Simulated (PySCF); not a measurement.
**CrH₂: relaxation and vibrations of the quintet**

Where does quintet CrH₂ go from a linear start, is the end point a minimum, and what are its modes, charges and moments?

Computed with PySCF 2.14.0. Level: B3LYP, basis Cr def2-TZVP, H def2-TZVP, no relativity, density fitting.

## 1. Starting geometry

3 atoms, charge 0, spin multiplicity 5.

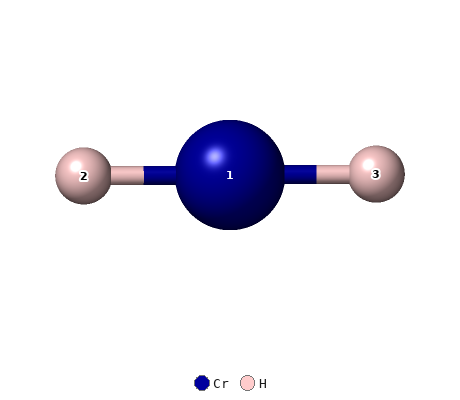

As it starts; chromium blue, hydrogen pink; atoms are numbered from 1 in the order of the file.

Coordinates in bohr (charge 0 multiplicity 5):
```
Cr    0.0000    0.0000    0.0000
H     0.0000    0.0000    2.9102
H     0.0000    0.0000   -2.9102
```

## 2. First SCF at the start

One driver script runs all steps and calls PySCF; scf.py shows how it sets up the SCF of each step. The optimiser is the driver's own. After this first run the driver tries any further starts and a stability analysis.

Contents of scf.py:

```python
from pyscf import gto, scf, dft
mol = gto.M(atom='''
Cr     0.000000     0.000000     0.000000
H      0.000000     0.000000     1.540000
H      0.000000     0.000000    -1.540000''',
    basis={'Cr': 'def2-TZVP', 'H': 'def2-TZVP'},
    charge=0, spin=4)
mf = dft.UKS(mol, xc='B3LYP')
mf.grids.atom_grid = (50, 194)
aux = {'Cr': 'def2-universal-JKFIT', 'H': 'def2-universal-JKFIT'}
mf = mf.density_fit(auxbasis=aux)
mf.conv_tol = 1e-08
mf.diis_space = 10
mf.max_cycle = 60
mf.init_guess = 'minao'
mf.verbose = 4
mf.kernel()
```

On the command line:

```bash
OMP_NUM_THREADS=2 python axn.py task.json out
```

The program printed:

```text
init E= -1045.13298473524
[... the frontier-level lines of each cycle are left out ...]
cycle= 1 E= -1044.95408725152  delta_E= 0.179  |g|= 1.26  |ddm|= 1.57
cycle= 2 E= -1039.53875067653  delta_E= 5.42  |g|= 3.04  |ddm|= 11.3
cycle= 3 E= -1045.27277905272  delta_E= -5.73  |g|= 0.662  |ddm|= 11.2
cycle= 4 E= -1045.37197265537  delta_E= -0.0992  |g|= 0.719  |ddm|= 1.06
cycle= 5 E= -1045.50259255449  delta_E= -0.131  |g|= 0.447  |ddm|= 0.21
cycle= 6 E= -1045.58392697352  delta_E= -0.0813  |g|= 0.0788  |ddm|= 0.305
cycle= 7 E= -1045.58730594191  delta_E= -0.00338  |g|= 0.0106  |ddm|= 0.0893
cycle= 8 E= -1045.58744607883  delta_E= -0.00014  |g|= 0.00373  |ddm|= 0.0209
cycle= 9 E= -1045.58753329756  delta_E= -8.72e-05  |g|= 0.00344  |ddm|= 0.0239
cycle= 10 E= -1045.58758938715  delta_E= -5.61e-05  |g|= 0.00139  |ddm|= 0.0228
cycle= 11 E= -1045.58762252862  delta_E= -3.31e-05  |g|= 0.000601  |ddm|= 0.0318
cycle= 12 E= -1045.58762355687  delta_E= -1.03e-06  |g|= 0.000218  |ddm|= 0.00582
cycle= 13 E= -1045.58762357863  delta_E= -2.18e-08  |g|= 1.56e-05  |ddm|= 0.000398
cycle= 14 E= -1045.58762357897  delta_E= -3.46e-10  |g|= 3.09e-06  |ddm|= 9.51e-05
Extra cycle  E= -1045.58762357898  delta_E= -1.23e-11  |g|= 3.42e-06  |ddm|= 7.32e-06
converged SCF energy = -1045.58762357898  <S^2> = 6.0186767  2S+1 = 5.0074651
```

This step, with its further starts and checks, took 5.9 s on 2 threads of Arm Neoverse V2, shared host.

The starts that the driver tried:

| start | energy (Eh) |
| --- | --- |
| the minimal-basis guess | -1045.587624 |
| a thermally smeared density | -1045.587624 |
| a smeared PBE density | -1045.587624 |

No lower solution of this spin turned up from the other starts or in the test of internal stability.

## 3. Relaxing the quintet from the linear start

The program finds D∞h symmetry in the start, which this walk keeps. Threshold on the gradient: 0.0003 Eh/bohr, with a further test on the energy change.

scf.py, as its differences from that of step 2:

```diff
@@ -15 +14,0 @@
-mf.init_guess = 'minao'
```

Steps of the walk:

| step | energy (Eh) | change (kJ/mol) | largest symmetric gradient (Eh/bohr) |
| --- | --- | --- | --- |
| 0 | -1045.587624 | 0.00 | 0.05438 |
| 1 | -1045.600123 | -32.82 | 0.02472 |
| 2 | -1045.604099 | -43.26 | 0.00670 |
| 3 | -1045.604470 | -44.23 | 0.00112 |
| 4 | -1045.604481 | -44.26 | 0.00006 |

The walk took 3.5 s.

Geometry (Å) and forces (eV/Å) at some steps:

```
step 0
Cr   0.000   0.000   0.000   0.000   0.000   0.000
H    0.000   0.000   1.540   0.000   0.000   2.796
H    0.000   0.000  -1.540   0.000   0.000  -2.796
step 1
Cr   0.000   0.000   0.000   0.000   0.000   0.000
H    0.000   0.000   1.625   0.000   0.000   1.271
H    0.000   0.000  -1.625   0.000   0.000  -1.271
step 2
Cr   0.000   0.000   0.000   0.000   0.000   0.000
H    0.000   0.000   1.694   0.000   0.000   0.344
H    0.000   0.000  -1.694   0.000   0.000  -0.344
step 3
Cr   0.000   0.000   0.000   0.000   0.000   0.000
H    0.000   0.000   1.719   0.000   0.000   0.057
H    0.000   0.000  -1.719   0.000   0.000  -0.057
step 4
Cr   0.000   0.000   0.000   0.000   0.000   0.000
H    0.000   0.000   1.724   0.000   0.000   0.003
H    0.000   0.000  -1.724   0.000   0.000  -0.003
```

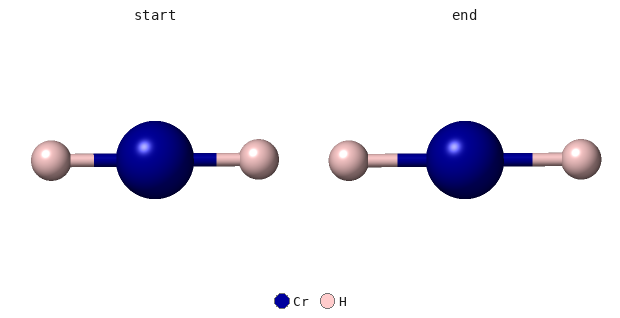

The geometry along the walk, at one scale.

After 4 steps and 44.3 kJ/mol it ends at D∞h: Cr–H 1.724 Å (×2); H–Cr–H 180.0°.

## 4. Vibrations and properties at this point

The point is checked on the finer grid, and tightened if its gradient asks for it. The Hessian and the dipole derivatives come from central differences of analytic gradients, with steps of 0.02 bohr.

scf.py, as its differences from that of step 3:

```diff
@@ -3,3 +3,3 @@
-Cr     0.000000     0.000000     0.000000
-H      0.000000     0.000000     1.540000
-H      0.000000     0.000000    -1.540000''',
+Cr    -0.000000     0.000000     0.000000
+H     -0.000000    -0.000000     1.724514
+H      0.000000     0.000000    -1.724514''',
@@ -9 +9 @@
-mf.grids.atom_grid = (50, 194)
+mf.grids.atom_grid = (75, 302)
@@ -12 +12 @@
-mf.conv_tol = 1e-08
+mf.conv_tol = 1e-10
```

The driver hands on the density of the step before, so the log starts near convergence.

SCF at the final geometry:

```text
init E= -1045.60447351541
[... the frontier-level lines of each cycle are left out ...]
cycle= 1 E= -1045.60447351531  delta_E= 1.01e-10  |g|= 2.15e-05  |ddm|= 1.69e-05
cycle= 2 E= -1045.60447351496  delta_E= 3.56e-10  |g|= 4.04e-05  |ddm|= 3.21e-05
cycle= 3 E= -1045.60447351545  delta_E= -4.98e-10  |g|= 2.17e-08  |ddm|= 2.09e-05
cycle= 4 E= -1045.60447351545  delta_E= 4.55e-12  |g|= 1.48e-08  |ddm|= 1.47e-08
Extra cycle  E= -1045.60447351545  delta_E= -4.09e-12  |g|= 1.71e-08  |ddm|= 3.31e-08
converged SCF energy = -1045.60447351545  <S^2> = 6.0255115  2S+1 = 5.0101942
```

The whole step took 9.8 s.

Geometry: D∞h; Cr–H 1.725 Å (×2); H–Cr–H 180.0°.

Modes, for the most abundant isotopes:

```csv
symmetry,ω (cm⁻¹),IR (km/mol),μ (u),type
πu,428,662,1.05,bend
σu+,1469,1795,1.05,stretch
σg+,1687,0.0,1.01,stretch
```

All wavenumbers are real: a minimum.

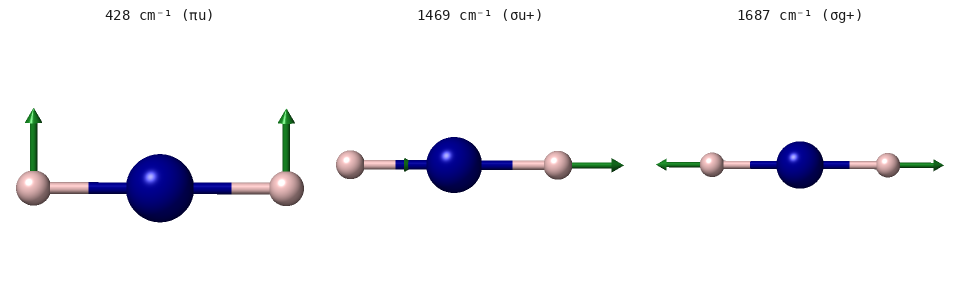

Displacements of 3 of the modes, as arrows (one member where a mode is degenerate).

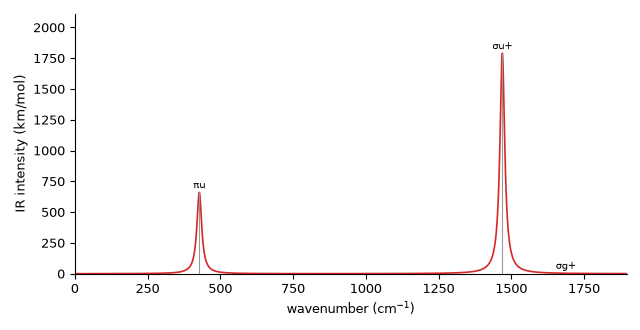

The harmonic infrared spectrum (widths in cm⁻¹). Lines are broadened to a width of 20 cm⁻¹ (Lorentzian).

Properties at this point:

| Quantity | Value |
| --- | --- |
| Dipole moment | 0.00 D |
| Highest occupied level | -6.44 eV |
| Lowest empty level | -4.08 eV |
| Rotational constants | 2.812 cm⁻¹ |
| Zero-point energy | 24.0 kJ/mol |
| Principal polarisabilities | 23.2, 23.2, 57.4 bohr³ |
| Atomisation energy without zero-point energy | 395 kJ/mol |
| Principal traceless quadrupole moments about the centre of mass | -14.11, 7.05, 7.05 D Å |
| Entropy at 298.15 K and 1 bar (electronic part: spin only) | 217.6 J/(mol K) |
| Heat capacity Cp at 298.15 K | 41.4 J/(mol K) |
| Enthalpy at 298.15 K above 0 K | 10.18 kJ/mol |
| Rotational symmetry number | 2 |
| Spin squared ⟨S²⟩ | 6.026 |

Charges (e) and bond orders:

```
atom  Mulliken  Löwdin  polar tensor  spin (Mulliken)  Mayer order to Cr1
 Cr1      0.48    0.52          1.17             4.17                   –
H2,3     -0.24   -0.26         -0.59            -0.08                0.80
```

Mulliken populations on Cr1: s 6.63, p 12.40, d 4.50, f 0.00.

## 5. What came out

```
                                          quantity                             value
                                           minimum                      quintet, D∞h
                                          geometry  Cr–H 1.725 Å (×2); H–Cr–H 180.0°
                                wavenumbers (cm⁻¹)  428 (πu), 1469 (σu+), 1687 (σg+)
                                     dipole moment                            0.00 D
highest occupied, lowest empty level (either spin)                   -6.44, -4.08 eV
                        polar-tensor charge of Cr1                           +1.17 e
                                 zero-point energy                       24.0 kJ/mol
                               entropy at 298.15 K                   217.6 J/(mol K)
         atomisation energy (no zero-point energy)                        395 kJ/mol
                                              ⟨S²⟩                             6.026
```

What this shows: The linear start keeps its D∞h symmetry and ends in a minimum. In the infrared the band at 1469 cm⁻¹ (σu+, stretch) leads. The dipole vanishes although Cr1 carries +1.2 e by the polar tensor: the bond dipoles cancel. Most of the spin sits on Cr1 (Mulliken spin 4.17, against 4 for the whole molecule). Other starts or spin states, not run here, may lie lower. One determinant may miss the lowest occupation of an open d or f shell.

The search up to here took 19 s.
